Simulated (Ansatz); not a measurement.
# The cluster WSe2: structure and electronic state

What does the cluster WSe2 look like as a singlet, and where do its frontier electrons sit?

Method: RKS PBE0-D4/def2-TZVP; program: Ansatz 0.2.0, Gaussian basis.

Plan: relaxation at PBE-D4/def2-TZVP; a search for the lowest solution at PBE0-D4/def2-SVP; a single point at PBE0-D4/def2-TZVP.

## 1. Where the work starts

3 atoms, charge 0, spin multiplicity 1.

Atoms are counted from 1 here; the program's logs count them from 0.

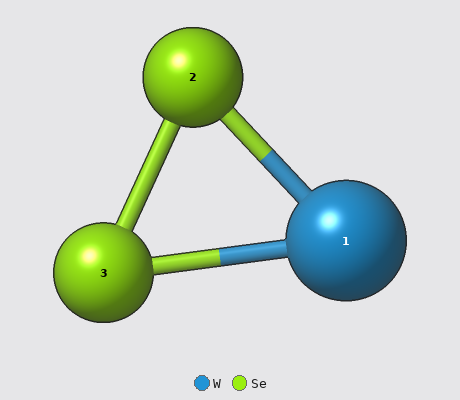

As it starts; tungsten blue, selenium green; atoms are numbered from 1 in the order of the file.

W takes a core potential in the def2 sets. No spin-orbit coupling is included.

The start is a GFN1-xTB geometry.

## 2. Optimising with PBE-D4/def2-TZVP

The input, in.yaml:

```yaml
crystal:
  periodic: [false, false, false]
  atoms:
    - {symbol: W, position_ang: [1.052340, -0.915530, -0.445120]}
    - {symbol: Se, position_ang: [-0.979630, -0.476230, 0.670930]}
    - {symbol: Se, position_ang: [-0.072710, 1.391760, -0.225810]}
basis:
  gaussian: {orbitals: def2-TZVP}
hamiltonian: {xc: pbe, dispersion: d4}
scf: {lower_state_search: "off"}
output: {orbitals: {seedname: orbitals}}
relax: {f_tol: 0.02, max_steps: 100}
```

Command:

```console
> ansatz run in.yaml --threads 4 --pin off --events-out ev --progress --plain --max-ram 3916MiB
```

Output, cut to the lines that bear on the results:

```text
Functional definition: PBE
  name "PBE"
  cite "Perdew, Burke & Ernzerhof, Phys. Rev. Lett. 77, 3865 (1996) doi:10.1103/PhysRevLett.77.3865"
  parent pbe
[...]
1098 factors; their error is unknown
[...]
mean field -132504.09136818 eV, -4869.4355432816 hartree, gradient 1.4e-6 eV, S^2 0.000000; 0 other end points of the search recorded, 0 dependent functions left out
[...]
reference -132504.09139939 eV, -4869.4355444287 hartree; 41, 41 occupied and 95, 95 virtual orbitals, 1098 factors
relax step   1: F+E_penalty+E_count = -132504.22263750 eV  Δ(F+E_penalty+E_count) = +0.000e0 eV  max|allowed force component| = 1.978e0 eV/Å  Δτ_max = 0.0000 Å  (45 SCF iters, accepted)
[...]
relax step   3: F+E_penalty+E_count = -132504.52810448 eV  Δ(F+E_penalty+E_count) = -1.761e-1 eV  max|allowed force component| = 8.004e-1 eV/Å  Δτ_max = 0.0610 Å  (32 SCF iters, accepted)
[...]
relax step   5: F+E_penalty+E_count = -132504.63125393 eV  Δ(F+E_penalty+E_count) = -3.525e-2 eV  max|allowed force component| = 2.385e0 eV/Å  Δτ_max = 0.1950 Å  (43 SCF iters, accepted)
[...]
relax step   7: F+E_penalty+E_count = -132506.35008041 eV  Δ(F+E_penalty+E_count) = -1.471e0 eV  max|allowed force component| = 2.224e0 eV/Å  Δτ_max = 0.1961 Å  (38 SCF iters, accepted)
[...]
relax step   9: F+E_penalty+E_count = -132507.21833399 eV  Δ(F+E_penalty+E_count) = -1.291e-1 eV  max|allowed force component| = 1.473e-1 eV/Å  Δτ_max = 0.1167 Å  (30 SCF iters, accepted)
[...]
relax step  10: F+E_penalty+E_count = -132507.21987517 eV  Δ(F+E_penalty+E_count) = -1.541e-3 eV  max|allowed force component| = 1.925e-1 eV/Å  Δτ_max = 0.0599 Å  (31 SCF iters, accepted)
[...]
relax step  11: F+E_penalty+E_count = -132507.22488556 eV  Δ(F+E_penalty+E_count) = -5.010e-3 eV  max|allowed force component| = 5.952e-3 eV/Å  Δτ_max = 0.0273 Å  (24 SCF iters, accepted)
Total energy: -132507.22491803 eV, -4869.5506991145 hartree
Atom 0 at     0.655948    -0.503329    -0.290459 Å, force     0.005952    -0.001588    -0.003211 eV/Å
Atom 1 at    -1.112669    -1.200662     0.889460 Å, force    -0.005738    -0.002450     0.003864 eV/Å
Atom 2 at     0.456721     1.703991    -0.599002 Å, force    -0.000214     0.004037    -0.000653 eV/Å
Dipole moment:     0.263862    -0.202565    -0.116822 e Å
Checks for a lower state left out: stability, starts, cluster_reference, orbital_swaps, neighbouring_geometries, increment
```

It took 6.5 s on 4 threads of AMD EPYC 9R45, shared host.

Step by step:

```csv
step,energy from step 1 (eV),largest force component (eV/Å)
1,0.0000,1.9775
2,-0.1293,2.4350
3,-0.3055,0.8004
4,-0.3734,0.7848
5,-0.4086,2.3853
6,-0.6565,2.5919
7,-2.1274,2.2243
8,-2.8666,0.7634
9,-2.9957,0.1473
10,-2.9972,0.1925
11,-3.0022,0.0060
```

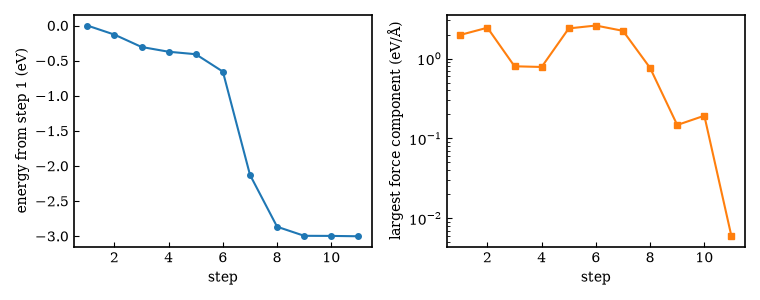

Energy and force, step by step.

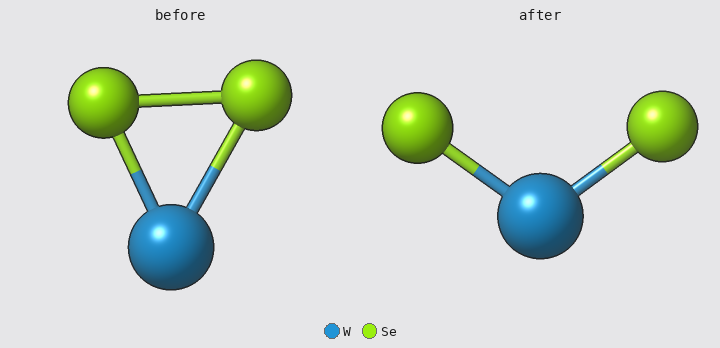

Before and after, at one scale.

Close pairs (by a distance rule), those that changed most:

```csv
bond,before (Å),after (Å),change (Å)
Se2–Se3,2.262,3.622,+1.360
W1–Se3,2.576,2.238,-0.339
W1–Se2,2.360,2.238,-0.122
```

Contacts that opened: Se2–Se3 2.26 to 3.62 Å.

Bonds by kind at the end (by distance):

```csv
bond,count,shortest (Å),longest (Å)
Se–W,2,2.238,2.238
```

## 3. Searching for the lowest solution, PBE0-D4/def2-SVP

start.molden holds the orbitals of an earlier run on this state, given as this run's starting guess.

The input, in.yaml:

```yaml
crystal:
  periodic: [false, false, false]
  atoms:
    - {symbol: W, position_ang: [0.655948, -0.503329, -0.290459]}
    - {symbol: Se, position_ang: [-1.112669, -1.200662, 0.889460]}
    - {symbol: Se, position_ang: [0.456721, 1.703991, -0.599002]}
basis:
  gaussian: {orbitals: def2-SVP, initial_orbitals: start.molden}
hamiltonian: {xc: pbe0, dispersion: d4}
output: {orbitals: {seedname: orbitals}}
```

The command is unchanged.

Output, cut to the lines that bear on the results:

```text
Functional definition: PBE0
  name "PBE0"
  cite "Adamo & Barone, J. Chem. Phys. 110, 6158 (1999) doi:10.1063/1.478522"
  cite "Perdew, Burke & Ernzerhof, Phys. Rev. Lett. 77, 3865 (1996) doi:10.1103/PhysRevLett.77.3865"
  parent pbe
[...]
931 factors; integrals over basis functions are off by at most 5.9e-4 eV
[...]
mean field -132492.93842914 eV, -4869.0256803317 hartree, gradient 5.5e-6 eV, S^2 0.000000; 3 other end points of the search recorded, 0 dependent functions left out
reference -132492.93845494 eV, -4869.0256812800 hartree; 41, 41 occupied and 55, 55 virtual orbitals, 931 factors
Total energy: -132493.04042734 eV, -4869.0294286965 hartree
```

Wall time 1.2 s (4 threads of AMD EPYC 9R45, shared host).

From the report: HOMO -5.98 eV, LUMO -3.68 eV.

## 4. Single point, PBE0-D4/def2-TZVP

Edit in.yaml of step 3 so:

```diff
@@ -7,4 +7,5 @@
 basis:
-  gaussian: {orbitals: def2-SVP, initial_orbitals: start.molden}
+  gaussian: {orbitals: def2-TZVP, initial_orbitals: start.molden}
 hamiltonian: {xc: pbe0, dispersion: d4}
-output: {orbitals: {seedname: orbitals}}
+scf: {omitted_lower_state_checks: [starts]}
+output: {forces: true, orbitals: {seedname: orbitals}}
```

The command is unchanged.

Output, cut to the lines that bear on the results:

```text
Functional definition: PBE0
  name "PBE0"
  cite "Adamo & Barone, J. Chem. Phys. 110, 6158 (1999) doi:10.1063/1.478522"
  cite "Perdew, Burke & Ernzerhof, Phys. Rev. Lett. 77, 3865 (1996) doi:10.1103/PhysRevLett.77.3865"
  parent pbe
[...]
1026 factors; integrals over basis functions are off by at most 1.2e-3 eV
[...]
mean field -132509.26365693 eV, -4869.6256213872 hartree, gradient 4.4e-5 eV, S^2 0.000000; 0 other end points of the search recorded, 0 dependent functions left out
[...]
reference -132509.26368133 eV, -4869.6256222839 hartree; 41, 41 occupied and 95, 95 virtual orbitals, 1026 factors
Total energy: -132509.36565372 eV, -4869.6293697004 hartree
Atom 0 at     0.655948    -0.503329    -0.290459 Å, force    -0.598507     0.462496     0.264397 eV/Å
Atom 1 at    -1.112669    -1.200662     0.889460 Å, force     0.523179     0.185229    -0.344969 eV/Å
Atom 2 at     0.456721     1.703991    -0.599002 Å, force     0.075329    -0.647725     0.080572 eV/Å
Dipole moment:     0.372788    -0.286168    -0.165051 e Å
Checks for a lower state left out: starts
```

Run time: 1.4 s. Hardware: 4 threads of AMD EPYC 9R45, shared host.

HOMO -6.02 eV, LUMO -3.71 eV.

Mulliken charges, from this run's orbitals:

```csv
atom,value (e)
W1,0.38
Se2,-0.19
Se3,-0.19
```

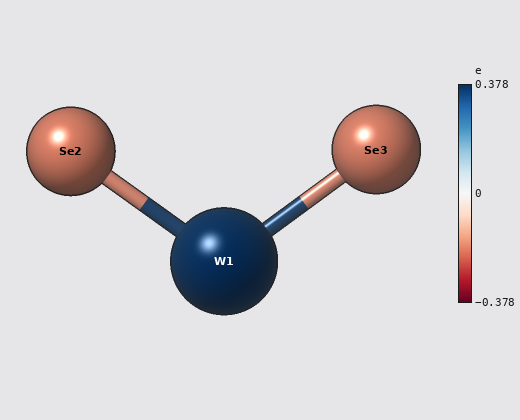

Mulliken charges, from this run's orbitals, as colours on the atoms.

Largest Mayer bond orders: W1–Se2 2.40; W1–Se3 2.40; Se2–Se3 0.17.

## 5. Outcome

| quantity | value |
| --- | --- |
| point group | C2v |
| near neighbours of the metal | Se 2.24, Se 2.24 Å |
| HOMO, LUMO at PBE0-D4/def2-TZVP | -6.02, -3.71 eV |
| charge on the metal (Mulliken, PBE0-D4/def2-TZVP) | +0.38 e |
| dipole at PBE-D4/def2-TZVP | 1.69 D |

The relaxation broke 1 and made 0 bonds, so the end is another structure than the start. No usable vibrations, so a minimum isn't proven. Whether this spin is the lowest isn't tested here.
